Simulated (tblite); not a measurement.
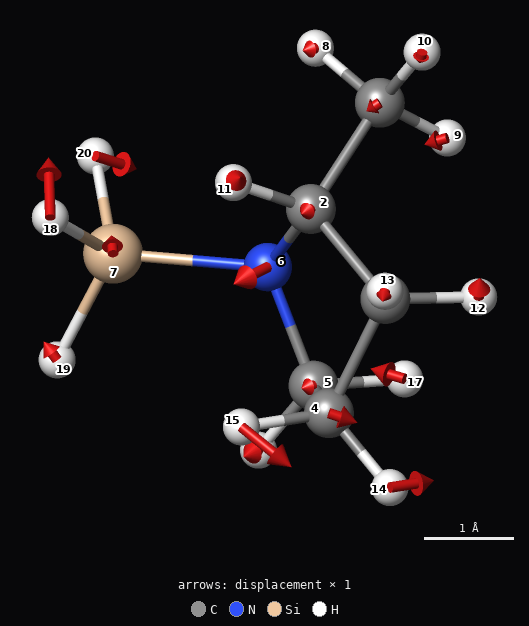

This is a relaxation of C5H13NSi. The starting structure is drawn; red arrows show the displacements, at their true length. The two geometries are superimposed by the best rigid fit.

Style: ball-and-stick. Shown at a tilt.

Method: GFN2-xTB geometry optimisation, gas phase in tblite. 

What happened in the run?

An H atom moves most after the best rigid fit: 0.84 Å. By element the largest moves are H 0.84 Å, N 0.60 Å, C 0.34 Å, Si 0.28 Å. Among the contacts that change: N–Si 1.769 → 1.708 Å, C–C 1.493 → 1.544 Å, C–H 1.126 → 1.091 Å, C–C 1.509 → 1.531 Å. Among the angles between lasting bonds that change: C–N–Si 114.1° → 124.9°, C–N–Si 115.5° → 125.0°, N–Si–H 106.7° → 115.4°. Groups turn about C–C by about 25°. The energy falls by 52.1 kJ/mol in 102 geometry steps. Cost: 0.76 s on 1 thread of Arm Neoverse V1, with other jobs on the host.
